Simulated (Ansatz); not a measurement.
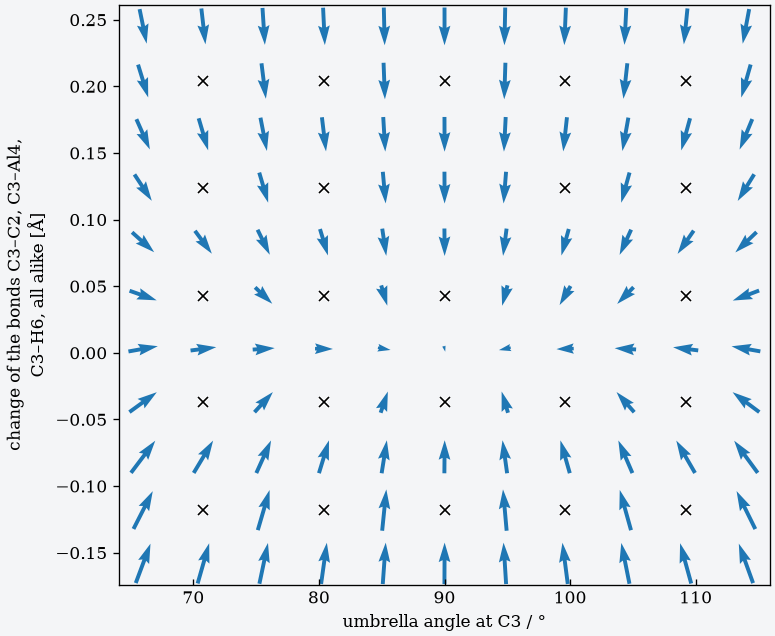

C2H3AlN, SMILES N=C=[CH][AlH], spin multiplicity 2. The first coordinate is: umbrella angle at C3 (between each of its bonds and their common axis; 90 is planar); the second: change of the bonds C3–C2, C3–Al4, C3–H6, all alike. Nothing is relaxed (all other coordinates rigid). The scan uses an 11 × 11 grid. At 23 points there is no value. Points are written as (first, second). Method: UHF/def2-TZVP (Ansatz).

Drawn: crosses at grid points without a value, arrows along the force (downhill), their lengths compressed.

Question: The arrows alone are given. Where is the energy lowest?

Answer: The arrows converge at about (90°, 0.000 Å) (read from the interpolated surface).

The energy map of the same scan:

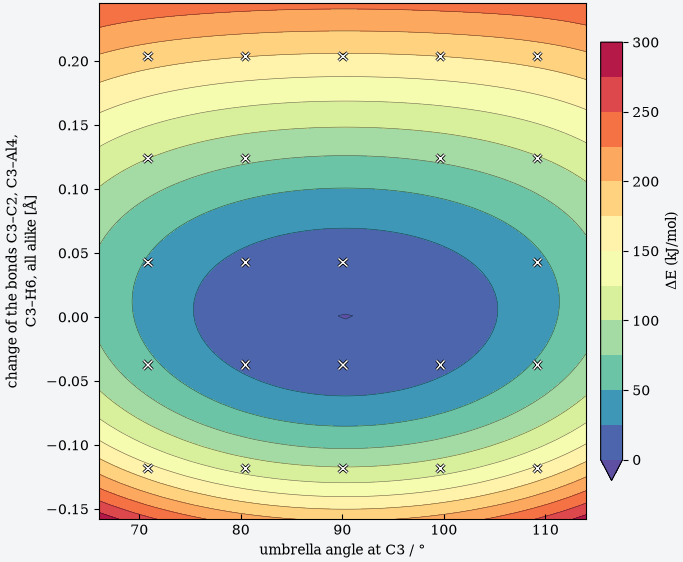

Energies are in kJ/mol, from the lowest grid point; between grid points the surface is interpolated.
